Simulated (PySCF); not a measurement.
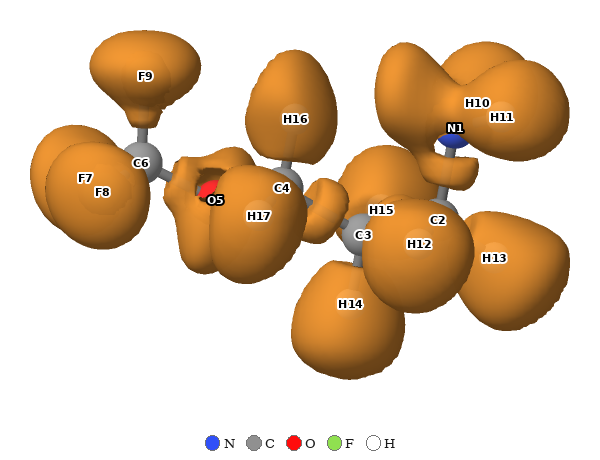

C$_{4}$H$_{8}$F$_{3}$NO (SMILES NCCCOC(F)(F)F). Isosurface of the ELF at 0.75 (orange), seen at a tilt. Only the valence region is drawn (cores and ρ < 0.01 e/Å³ removed).

Geometry: GFN2-xTB.

Theory: PySCF 2.14.0, PBE0/pcSseg-1, SCF density, gas phase, non-relativistic.

```xyz
17

N    -2.1639    0.4215    0.9504
C    -1.9084    0.3998   -0.4805
C    -0.6632   -0.4357   -0.7775
C     0.5438    0.1352   -0.0510
O     1.6670   -0.7400   -0.3005
C     2.7907   -0.3809    0.2728
F     3.7490   -1.2527   -0.0195
F     3.2403    0.8329   -0.1107
F     2.7244   -0.3115    1.6183
H    -2.3867   -0.5113    1.2820
H    -2.9517    1.0223    1.1624
H    -1.7388    1.4318   -0.7997
H    -2.7483   -0.0043   -1.0694
H    -0.4724   -0.4513   -1.8501
H    -0.8156   -1.4623   -0.4425
H     0.3440    0.1802    1.0234
H     0.7828    1.1384   -0.4178
```

Question: What do the ELF domains correspond to?

Answer: The surface consists of two regions between bonded C–C atoms (shared pairs), six regions around hydrogen nuclei, three regions on F in which the atom's valence shell and bonds are merged, one region on O in which the atom's valence shell and bonds are merged and one joined region spread over several atoms (H, N), in which their bonds and any lone pairs are merged. Profiles from the grid: C–O (1.31 Å): the ELF peaks at about 0.90 between the atoms, as expected for a shared but strongly polarised pair. C–F (1.33 Å): the ELF peaks at about 0.85 between the atoms; a polar covalent bond.
